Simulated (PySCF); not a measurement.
```xyz
11

N     1.1998    0.5341    0.9564
C     0.2235    0.5760   -0.0924
C    -1.1203   -0.0216    0.1362
C    -0.1939   -0.6362   -0.8780
H     0.9956   -0.2111    1.6096
H     2.1255    0.3648    0.5822
H     0.2356    1.5133   -0.6399
H    -1.9952    0.5135   -0.2097
H    -1.2699   -0.5608    1.0651
H    -0.4302   -0.5264   -1.9296
H     0.2716   -1.5791   -0.6153
```

Geometry: PBE0-D3(BJ)/def2-TZVP.

Method: PBE0/pcSseg-2, SCF density, gas phase, non-relativistic (PySCF).

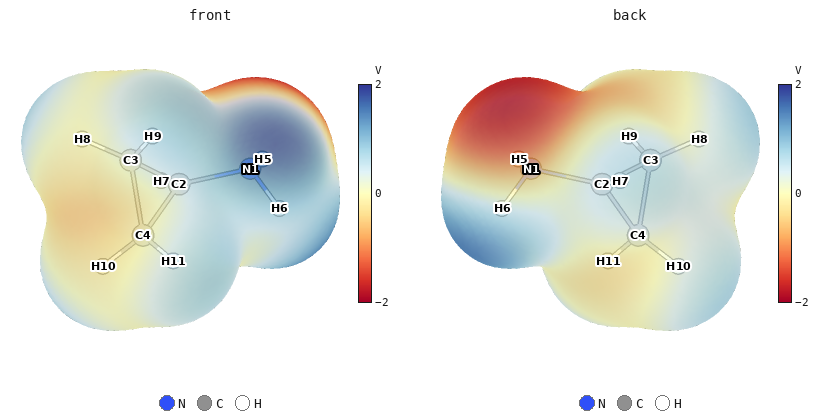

C$_{3}$H$_{7}$N (Cyclopropylamine). The electrostatic potential painted on the density surface at 0.002 e/bohr³, seen from the front and from behind; red is negative and blue positive.

> Where is the surface potential most negative and most positive?

The most negative region (about −1.8 V) lies over N1, the most positive (about +1.6 V) over H5 and H6. N1 is the likeliest acceptor of a hydrogen bond.

> What dipole moment does the calculation give?

Its dipole moment is 1.18 D.
